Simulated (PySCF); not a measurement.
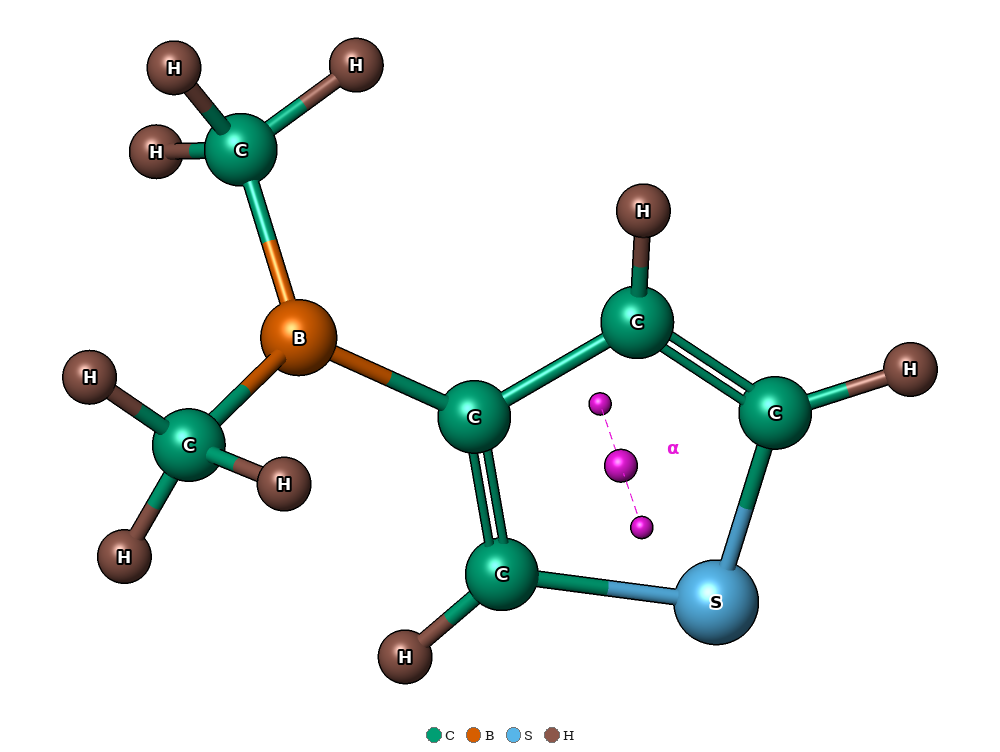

The small points mark where nucleus-independent chemical shifts (NICS) were computed: at the centre of each lettered ring and 1 Å above and below it. Geometry: a frame of a GFN2-xTB molecular-dynamics simulation, not a minimum. Properties computed with GIAO PBE0/pcSseg-1 NMR shielding, non-relativistic, gas phase (PySCF 2.14.0).

Give NICS(0), NICS(1) and the out-of-plane component NICS(1)zz for each ring (means of the two sides).

| ring | members | NICS(0) | NICS(1) | NICS(1)zz |
| --- | --- | --- | --- | --- |
| α | C4S | −12.6 | −11.7 | −28.9 |

Values in ppm.

What do the values say about the ring currents?

Ring α: diatropic, as in an aromatic ring. NICS is one index among several.
